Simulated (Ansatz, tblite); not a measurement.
# The cluster Al₂N+: a ladder of methods and basis sets, part 2 of 2

Aim: run the singlet of the cluster Al₂N+ at one geometry on many levels, and compare frontier levels, spin and run time.

Ansatz 0.2.0, Gaussian basis; as each input shows.

**11. PBE-D4/def2-SVP**

File in.yaml:

```yaml
crystal:
  periodic: [false, false, false]
  atoms:
    - {symbol: Al, position_ang: [1.126345, 0.637038, 1.102972]}
    - {symbol: Al, position_ang: [-1.127136, -0.636973, -1.102199]}
    - {symbol: N, position_ang: [0.000791, -0.000055, -0.000783]}
basis:
  gaussian: {orbitals: def2-SVP, initial_orbitals: start.molden}
total_charge: 1
hamiltonian: {xc: pbe, dispersion: d4}
scf: {omitted_lower_state_checks: [starts]}
output: {orbitals: {seedname: orbitals}}
```

Command:

```bash
$ ansatz run in.yaml --threads 4 --pin off --events-out ev --progress --plain --max-ram 3916MiB
```

Standard output:

```text
Functional definition: PBE
  name "PBE"
  cite "Perdew, Burke & Ernzerhof, Phys. Rev. Lett. 77, 3865 (1996) doi:10.1103/PhysRevLett.77.3865"
  parent pbe
  parameter kappa = 0.804
  parameter beta = 0.06672455060314922
  exchange = pbe_x(kappa = kappa, mu = beta*pi^2/3)
  correlation = pbe_c(beta = beta)
these checks for a lower state are left out or cut short: starts
558 factors; their error is unknown
mean field evaluation 1: about -14660.5262 eV, gradient 5.5e0 eV
mean field evaluation 2: about -14660.6325 eV, gradient 1.7e-1 eV
mean field evaluation 4: about -14660.5956 eV, gradient 1.7e-4 eV
mean field evaluation 8: about -14660.5956 eV, gradient 2.6e-6 eV
mean field -14660.59561653 eV, -538.7669515990 hartree, gradient 2.6e-6 eV, S^2 0.000000; 0 other end points of the search recorded, 0 dependent functions left out
reference -14660.59564800 eV, -538.7669527553 hartree; 16, 16 occupied and 34, 34 virtual orbitals, 558 factors
Total energy: -14660.70230326 eV, -538.7708722640 hartree
Checks for a lower state left out: starts
```

Run time: 0.55 s. Hardware: 4 threads of Intel Xeon at 2.50GHz, shared host.

HOMO -11.48 eV, LUMO -10.43 eV.

**12. PBE0-D4/def2-SVP**

in.yaml, as its differences from that of step 11:

```diff
@@ -9,3 +9,3 @@
 total_charge: 1
-hamiltonian: {xc: pbe, dispersion: d4}
+hamiltonian: {xc: pbe0, dispersion: d4}
 scf: {omitted_lower_state_checks: [starts]}
```

The command is unchanged.

Standard output, cut to the lines that bear on the results:

```text
Functional definition: PBE0
  name "PBE0"
  cite "Adamo & Barone, J. Chem. Phys. 110, 6158 (1999) doi:10.1063/1.478522"
  cite "Perdew, Burke & Ernzerhof, Phys. Rev. Lett. 77, 3865 (1996) doi:10.1103/PhysRevLett.77.3865"
  parent pbe
[...]
456 factors; integrals over basis functions are off by at most 5.3e-4 eV
[...]
mean field -14661.20329511 eV, -538.7892833748 hartree, gradient 7.9e-6 eV, S^2 0.000000; 0 other end points of the search recorded, 0 dependent functions left out
reference -14661.20331912 eV, -538.7892842570 hartree; 16, 16 occupied and 34, 34 virtual orbitals, 456 factors
Total energy: -14661.29347934 eV, -538.7925975841 hartree
Checks for a lower state left out: starts
```

It took 0.5 s on 4 threads of Intel Xeon at 2.50GHz, shared host.

Report: HOMO -11.97 eV, LUMO -9.92 eV.

**13. HF/STO-3G**

in.yaml, as its differences from that of step 12:

```diff
@@ -7,5 +7,5 @@
 basis:
-  gaussian: {orbitals: def2-SVP, initial_orbitals: start.molden}
+  gaussian: {orbitals: STO-3G}
 total_charge: 1
-hamiltonian: {xc: pbe0, dispersion: d4}
+hamiltonian: {xc: hf}
 scf: {omitted_lower_state_checks: [starts]}
```

The command is unchanged.

Standard output:

```text
Functional definition: HF
  name "HF"
  cite "Fock, Z. Phys. 61, 126 (1930) doi:10.1007/BF01340294"
  parent pbe
  exchange = exact_x
  correlation = 0
these checks for a lower state are left out or cut short: starts
254 factors; integrals over basis functions are off by at most 3.0e-5 eV
mean field evaluation 1: about -14451.7492 eV, gradient 5.2e1 eV
mean field evaluation 2: about -14451.7827 eV, gradient 5.2e1 eV
mean field evaluation 4: about -14463.1932 eV, gradient 3.4e0 eV
mean field evaluation 8: about -14463.3021 eV, gradient 3.4e-2 eV
mean field -14463.30211917 eV, -531.5165493012 hartree, gradient 2.0e-5 eV, S^2 0.000000; 0 other end points of the search recorded, 0 dependent functions left out
reference -14463.30211917 eV, -531.5165493012 hartree; 16, 16 occupied and 7, 7 virtual orbitals, 254 factors
Total energy: -14463.30211917 eV, -531.5165493012 hartree
Checks for a lower state left out: starts
```

Wall time 0.15 s (4 threads of Intel Xeon at 2.50GHz, shared host).

Report: HOMO -10.40 eV, LUMO -2.54 eV.

**14. CCSD(T)/def2-TZVPP**

in.yaml, as its differences from that of step 13:

```diff
@@ -7,5 +7,5 @@
 basis:
-  gaussian: {orbitals: STO-3G}
+  gaussian: {orbitals: def2-TZVPP, initial_orbitals: start.molden}
 total_charge: 1
-hamiltonian: {xc: hf}
+correlation: {method: ccsd_t}
 scf: {omitted_lower_state_checks: [starts]}
```

The command is unchanged.

Standard output, cut to the lines that bear on the results:

```text
Functional definition: HF
  name "HF"
  cite "Fock, Z. Phys. 61, 126 (1930) doi:10.1007/BF01340294"
  parent pbe
[...]
711 factors; integrals over basis functions are off by at most 9.4e-4 eV
[...]
mean field -14639.22408166 eV, -537.9815621784 hartree, gradient 1.4e-6 eV, S^2 0.000000; 2 other end points of the search recorded, 0 dependent functions left out; unrestricted orbitals would lower it
[...]
determinant -14639.22408166 eV, -537.9815621784 hartree, with singles and doubles -14648.69807474 eV, -538.3297250026 hartree
determinant -14635.96262727 eV, -537.8617059403 hartree, with singles and doubles -14643.47109475 eV, -538.1376370309 hartree
[...]
unrestricted determinant -14641.33516894 eV, -538.0591432051 hartree, S^2 0.9877
11 core orbitals not correlated: weight in the atoms' cores, before any rotation towards them, 1.000 or more for the frozen orbitals, at most 0.000 for the correlated occupied ones
reference -14639.22408166 eV, -537.9815621784 hartree; 5, 5 occupied and 99, 99 virtual orbitals, 711 factors
second order -9.56485262 eV of doubles, -0.00000000 eV of singles
cycle   1  -8.79887297 eV  change   -3.1e-1 eV  update   1.2e-1
[...]
cycle  14  -9.48136307 eV  change   -1.8e-6 eV  update   8.4e-7
perturbative correction -0.88346917 eV, -0.0324668931 hartree
WARN: these amplitudes may be one of several solutions (largest doubles amplitude 0.41, level shift 2.81 eV)
Total energy: -14649.58891389 eV, -538.3624627376 hartree
Checks for a lower state left out: starts
```

Wall time 9.6 s (4 threads of Intel Xeon at 2.50GHz, shared host).

Report: Hartree-Fock HOMO -12.78 eV, LUMO -7.59 eV; T1 0.040. Doubts: state flagged by the program, large T1 diagnostic, restricted state is unstable towards broken spin symmetry.

**15. MP2/def2-TZVP**

in.yaml, as its differences from that of step 14:

```diff
@@ -7,5 +7,5 @@
 basis:
-  gaussian: {orbitals: def2-TZVPP, initial_orbitals: start.molden}
+  gaussian: {orbitals: def2-TZVP, initial_orbitals: start.molden}
 total_charge: 1
-correlation: {method: ccsd_t}
+correlation: {method: mp2}
 scf: {omitted_lower_state_checks: [starts]}
```

Same command.

Standard output, cut to the lines that bear on the results:

```text
Functional definition: HF
  name "HF"
  cite "Fock, Z. Phys. 61, 126 (1930) doi:10.1007/BF01340294"
  parent pbe
[...]
651 factors; integrals over basis functions are off by at most 9.8e-4 eV
[...]
mean field -14639.21475364 eV, -537.9812193802 hartree, gradient 2.3e-6 eV, S^2 0.000000; 0 other end points of the search recorded, 0 dependent functions left out; unrestricted orbitals would lower it
[...]
unrestricted determinant -14641.32442708 eV, -538.0587484489 hartree, S^2 0.9877
11 core orbitals not correlated: weight in the atoms' cores, before any rotation towards them, 1.000 or more for the frozen orbitals, at most 0.000 for the correlated occupied ones
reference -14639.21475364 eV, -537.9812193802 hartree; 5, 5 occupied and 89, 89 virtual orbitals, 651 factors
second order -9.53202283 eV of doubles, -0.00000000 eV of singles
Total energy: -14648.74677647 eV, -538.3315147581 hartree
Checks for a lower state left out: starts
```

Run time: 1.8 s. Hardware: 4 threads of Intel Xeon at 2.50GHz, shared host.

Report: Hartree-Fock HOMO -12.79 eV, LUMO -7.59 eV. Doubts: restricted state is unstable towards broken spin symmetry.

**16. RPA/def2-TZVP**

in.yaml, as its differences from that of step 15:

```diff
@@ -9,4 +9,4 @@
 total_charge: 1
-correlation: {method: mp2}
+hamiltonian: {xc: pbe}
+correlation: {method: rpa}
 scf: {omitted_lower_state_checks: [starts]}
-output: {orbitals: {seedname: orbitals}}
```

Same command.

Standard output, cut to the lines that bear on the results:

```text
Functional definition: PBE
  name "PBE"
  cite "Perdew, Burke & Ernzerhof, Phys. Rev. Lett. 77, 3865 (1996) doi:10.1103/PhysRevLett.77.3865"
  parent pbe
[...]
651 factors; integrals over basis functions are off by at most 9.8e-4 eV
[...]
mean field -14667.11770072 eV, -539.0066337719 hartree, gradient 3.2e-6 eV, S^2 0.000000; 0 other end points of the search recorded, 0 dependent functions left out; unrestricted orbitals would lower it
[...]
unrestricted determinant -14641.32442707 eV, -538.0587484488 hartree, S^2 0.9877
11 core orbitals not correlated: weight in the atoms' cores, before any rotation towards them, 1.000 or more for the frozen orbitals, at most 0.000 for the correlated occupied ones
reference -14638.33062435 eV, -537.9487282281 hartree; 5, 5 occupied and 89, 89 virtual orbitals, 651 factors
Total energy: -14653.06075457 eV, -538.4900505290 hartree
Checks for a lower state left out: starts
```

Wall time 2.1 s (4 threads of Intel Xeon at 2.50GHz, shared host).

 Doubts: restricted state is unstable towards broken spin symmetry.

**17. Comparison**

```
              level  functions  HOMO (eV)  LUMO (eV)  gap (eV)    time
          HF/STO-3G         23     -10.40      -2.54      7.86  0.15 s
      LDA/def2-TZVP        105     -11.63     -10.54      1.08   0.6 s
    PBE-D4/def2-SVP         50     -11.48     -10.43      1.05  0.55 s
   PBE-D4/def2-TZVP        105     -11.47     -10.41      1.06   1.1 s
revPBE-D4/def2-TZVP        105     -11.41     -10.36      1.06  0.91 s
r2SCAN-D4/def2-TZVP        105     -11.56     -10.43      1.13   1.8 s
   B97M-V/def2-TZVP        105     -11.50     -10.39      1.11   2.3 s
 B3LYP-D4/def2-TZVP        105     -11.97     -10.04      1.93  0.91 s
   PBE0-D4/def2-SVP         50     -11.97      -9.92      2.06   0.5 s
  PBE0-D4/def2-TZVP        105     -12.02      -9.90      2.12   1.3 s
  ωB97M-V/def2-TZVP        105     -13.44      -8.33      5.11   2.8 s
```

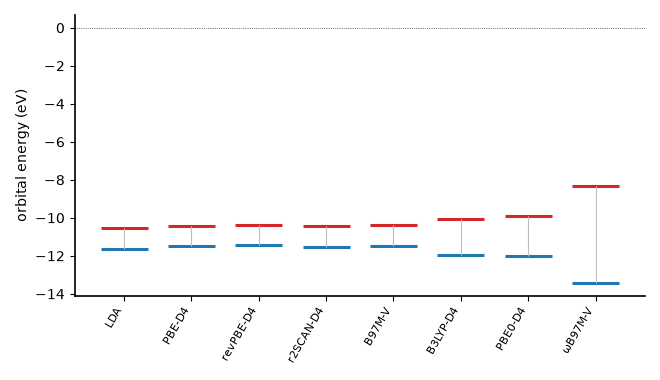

Highest filled (blue) and lowest empty (red) level in def2-TZVP.

Energy pieces by basis (eV):

```csv
basis,HF,MP2 correlation,CCSD correlation,(T),total
def2-TZVPP,-14639.2241,-9.5649,-9.4814,-0.8835,-14649.5889
def2-TZVP,-14639.2148,-9.5320,,,-14648.7468 (MP2)
```

**18. Results**

The summary covers parts 1 to 2.

| quantity | value |
| --- | --- |
| gap in def2-TZVP, named functionals, smallest and largest | 1.06 eV (revPBE-D4), 5.11 eV (ωB97M-V) |
| correlation energy, CCSD(T)/def2-TZVPP | -10.36 eV |
| correlation energy, MP2/def2-TZVP | -9.53 eV |
| PBE0 total energy, smallest basis above largest | 6.46 eV (def2-SVP, def2-TZVP) |

Over the named functionals in def2-TZVP the gap runs from 1.06 eV (revPBE-D4) to 5.11 eV (ωB97M-V); exact exchange widens it. Notes on CCSD(T)/def2-TZVPP: large T1 diagnostic, state flagged by the program.

The slowest run with a step of its own, CCSD(T)/def2-TZVPP, took 9.6 s; the quickest functional in def2-TZVP took 0.6 s (shared host).
